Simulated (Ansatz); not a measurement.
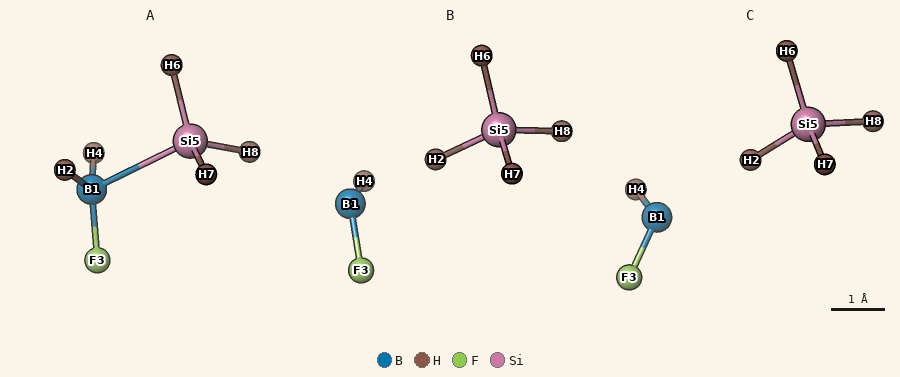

3 geometries from one relaxation of BSiH₅F (multiplicity 2), in shuffled order. The picture is a ball-and-stick view, seen from a free direction.

The run prepares an end point of a later path (reaction) calculation, from a guessed geometry.

All numbers below come from Ansatz, UKS BLYP-D4/def2-SVP. (collinear spin; force threshold 0.03 eV/Å; at most 50 steps)

### Order the frames from highest to lowest energy.

C, B, A. They are steps 0, 14, 26, at +101.1 kJ/mol, +90.8 kJ/mol relative to the last. After 26 geometry steps the energy has fallen by 101.1 kJ/mol. Largest force component: 0.59 eV/Å at the start, 0.026 eV/Å at the end. The forces were under the threshold at step 3, but the run went on from there. The largest move after the best rigid fit is that of H2, 1.73 Å. Largest moves by element: H 1.73 Å, F 1.34 Å, B 1.07 Å, Si 0.63 Å. Some distances before and after: B1–Si5 3.878 → 2.251 Å, B1–H2 2.396 → 1.236 Å, H2–Si5 1.482 → 2.459 Å, B1–F3 1.319 → 1.363 Å. New bonds form, among them: B1–H2 (2.40 → 1.24 Å), B1–Si5 (3.88 → 2.25 Å). Bonds break, among them: H2–Si5 (1.48 → 2.46 Å). Among the angles between lasting bonds that change: H6–Si5–H7 109.0° → 112.0°, F3–B1–H4 119.7° → 117.0°, H7–Si5–H8 109.0° → 111.1°.

Limits of the set-up: the start holds two separate molecules, 2.4 Å apart at their closest, whose relative position is a soft coordinate.
